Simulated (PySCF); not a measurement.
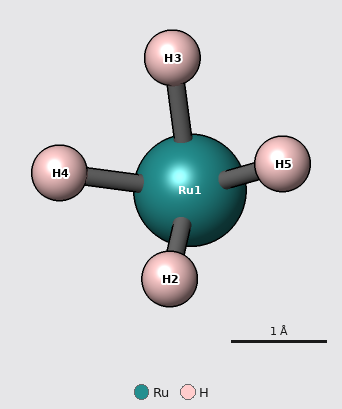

The input geometry (ball-and-stick view, seen at a tilt; atoms are numbered from 1 in the order of the input). Sticks mark near contacts.

# Frequency calculation, with input and output: RuH4

RuH4, computed with RKS-based PBE0, Ru x2c-TZVPall, H x2c-TZVPall; spin-free X2C-1e, Gaussian nucleus; density fitting (PySCF 2.14.0).

### What the program printed
```
init E= -4532.40516649917
  HOMO = -0.226466707380066  LUMO = -0.0569126449331662  gap/eV = 4.61380
cycle= 1 E= -4532.40516649904  delta_E= 1.23e-10  |g|= 3.05e-05  |ddm|= 1.84e-05
  HOMO = -0.226476281463987  LUMO = -0.0569169386935937  gap/eV = 4.61394
cycle= 2 E= -4532.40516649785  delta_E= 1.19e-09  |g|= 9.15e-05  |ddm|= 5.51e-05
  HOMO = -0.226469144536276  LUMO = -0.0569137336879002  gap/eV = 4.61384
cycle= 3 E= -4532.40516649919  delta_E= -1.34e-09  |g|= 1.92e-07  |ddm|= 4.13e-05
  HOMO = -0.226469132377621  LUMO = -0.0569137269187474  gap/eV = 4.61384
cycle= 4 E= -4532.40516649919  delta_E= -9.09e-13  |g|= 3.03e-08  |ddm|= 1.38e-07
  HOMO = -0.226469125163309  LUMO = -0.056913722284104  gap/eV = 4.61384
Extra cycle  E= -4532.40516649918  delta_E= 4.55e-12  |g|= 8.67e-08  |ddm|= 8.19e-08
converged SCF energy = -4532.40516649918
```

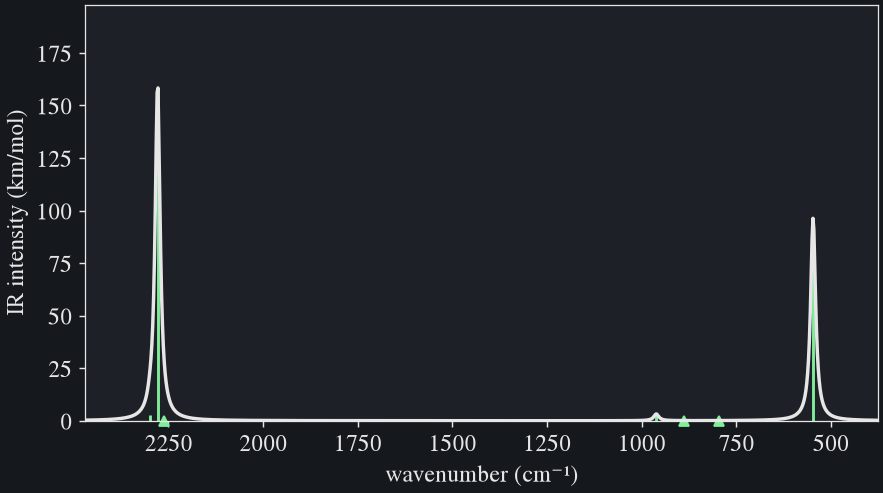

Harmonic infrared spectrum, unscaled: sticks (degenerate modes added up, dark ones marked on the axis) with a Lorentzian envelope of 16 cm⁻¹ full width, scaled to the tallest stick. 9 modes from 547 to 2299 cm⁻¹, none imaginary. The strongest line is at 2279 cm⁻¹ (158 km/mol). All modes, in cm⁻¹ (km/mol): 547 (48), 547 (48), 795 (0.0), 889 (0.0), 961 (3.2), 2261 (0.0), 2279 (79), 2279 (79), 2299 (2.6).

This output came from the following input.

### The input
```python
from pyscf import gto, scf, dft
mol = gto.M(atom='''
Ru    -0.000000     0.000000    -0.036239
H      0.000000     1.200250     0.919104
H      0.000000    -1.200250     0.919104
H      1.200250     0.000000     0.919104
H     -1.200250     0.000000     0.919104''',
    basis={'Ru': 'x2c-TZVPall', 'H': 'x2c-TZVPall'},
    nucmod='G',
    charge=0, spin=0)
mf = dft.RKS(mol, xc='PBE0')
mf.grids.atom_grid = (75, 302)
aux = {'Ru': 'AutoAux', 'H': 'AutoAux'}  # AutoAux: made from the orbital basis by basis_set_exchange (get_aux=1)
mf = mf.density_fit(auxbasis=aux).sfx2c1e()
mf.conv_tol = 1e-09
mf.diis_space = 10
mf.max_cycle = 60
mf.verbose = 4
mf.kernel()
```

The script is an equivalent of the set-up of the self-consistent field. The run itself was carried out by a driver, which started from the orbitals of the step before it where there was one and computed the further properties.

Launch command:
```bash
OMP_NUM_THREADS=2 python axn.py task.json out
```

### Key numbers

| quantity | value |
| --- | --- |
| outcome | converged |
| total energy | −4532.405166 hartree |
| HOMO | −6.16 eV |
| LUMO | −1.55 eV |
| zero-point energy | 0.029289 hartree |
| dipole moment | 2.92 D |
| wavenumbers, lowest and highest | 547 and 2299 cm⁻¹ |
| hardware | 2 threads of AMD EPYC (Zen 3), 64 GiB of memory available, shared host |
| wall time | 32 s (CPU time 62 s) |
| peak memory | 1.2 GiB |
